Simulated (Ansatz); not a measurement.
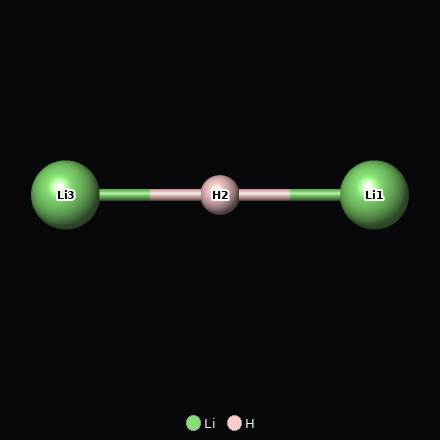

The system is Li⁺ + HLi; the picture shows the reference structure. First axis: distance Li1–H2. Second axis: distance H2–Li3. Nothing is relaxed (the angle Li1–H2–Li3 is fixed at 180 degrees). The scan uses a 17 × 17 grid; 153 points were computed and 136 follow by symmetry. Points are written as (first, second). All energies are given in eV relative to Li with charge +1 far from the relaxed HLi (each part in its own basis). The reference is spin-restricted, so regions where a bond is pulled apart into radicals lie too high. Method: Ansatz, RHF/aug-cc-pVTZ.

Its coordinates:

```yaml
atoms:
  - { symbol: Li, position_ang: [-1.6250, 0.0000, 0.0000] }
  - { symbol: H, position_ang: [0.0000, 0.0000, 0.0000] }
  - { symbol: Li, position_ang: [1.6250, 0.0000, 0.0000] }
```

Range: distance Li1–H2 from 1.272 to 2.872 Å; distance H2–Li3 from 1.272 to 2.872 Å.

> What will the energy surface look like?

The lowest grid point is at (1.625 Å, 1.625 Å), −2.52 eV from Li with charge +1 far from the relaxed HLi (each part in its own basis). No other kind of well shows on this grid. The highest grid point, (2.872 Å, 2.872 Å), lies 2.24 eV above the lowest. Round the minimum the contours are nearly round: the two directions are equally stiff and uncoupled.

| distance H2–Li3 ↓, distance Li1–H2 → | 1.316 | 1.454 | 1.625 | 1.818 | 2.029 | 2.255 | 2.493 | 2.743 |
| --- | --- | --- | --- | --- | --- | --- | --- | --- |
| 2.743 | −1.14 | −1.47 | −1.60 | −1.54 | −1.36 | −1.11 | −0.83 | −0.55 |
| 2.493 | −1.38 | −1.70 | −1.83 | −1.78 | −1.61 | −1.36 | −1.09 | −0.83 |
| 2.255 | −1.62 | −1.95 | −2.08 | −2.03 | −1.86 | −1.62 | −1.36 | −1.11 |
| 2.029 | −1.85 | −2.17 | −2.31 | −2.26 | −2.09 | −1.86 | −1.61 | −1.36 |
| 1.818 | −2.02 | −2.34 | −2.47 | −2.42 | −2.26 | −2.03 | −1.78 | −1.54 |
| 1.625 | −2.08 | −2.40 | −2.52 | −2.47 | −2.31 | −2.08 | −1.83 | −1.60 |
| 1.454 | −1.95 | −2.27 | −2.40 | −2.34 | −2.17 | −1.95 | −1.70 | −1.47 |
| 1.316 | −1.63 | −1.95 | −2.08 | −2.02 | −1.85 | −1.62 | −1.38 | −1.14 |

The table holds every second grid line.

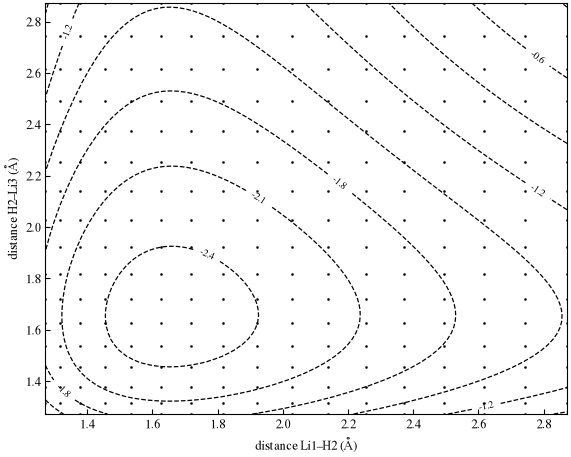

The picture shows contour lines labelled in eV, dots at the grid points. Between grid points the surface is interpolated.

Each point was launched as `ansatz run input.yaml --threads 1 --pin off --max-ram 2560MiB --backend cpu --events-out ev --progress --plain --runs-dir out`. The whole map (153 points run) took 100 s on 1 thread of Arm Neoverse N1 (shared host).
